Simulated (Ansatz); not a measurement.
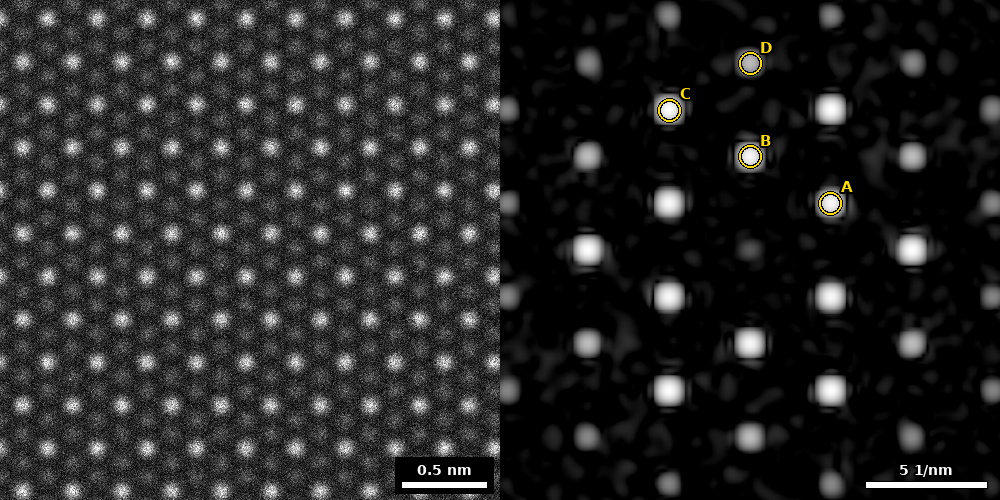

Integrated-DPC-like image of CuB2 (P6/mmm, No. 191) along [001]. Simulated as the projected potential of neutral atoms (B = 0.5 Å²) blurred by a 0.66 Å probe, the thin-sample limit of integrated differential phase contrast. Shot noise was added. Structure: the geometry given to an electronic-structure calculation, possibly off equilibrium; the starting structure was generated, so it need not be a known form of this composition.

The right panel is the modulus of the image's Fourier transform on a logarithmic scale.

a = 2.976 Å, b = 2.976 Å, c = 3.288 Å, α = 90.00°, β = 90.00°, γ = 120.00°

Index the marked spots and give their plane spacings (the zone axis points at the viewer; indices equivalent by symmetry, or all signs reversed, are as good).

A: (-1 1 0), d = 2.58 Å; B: (-1 0 0), d = 2.58 Å; C: (-1 -1 0), d = 1.49 Å; D: (-2 0 0), d = 1.29 Å. A and B enclose 60°, and every spot obeys the zone law hu + kv + lw = 0 for [001].
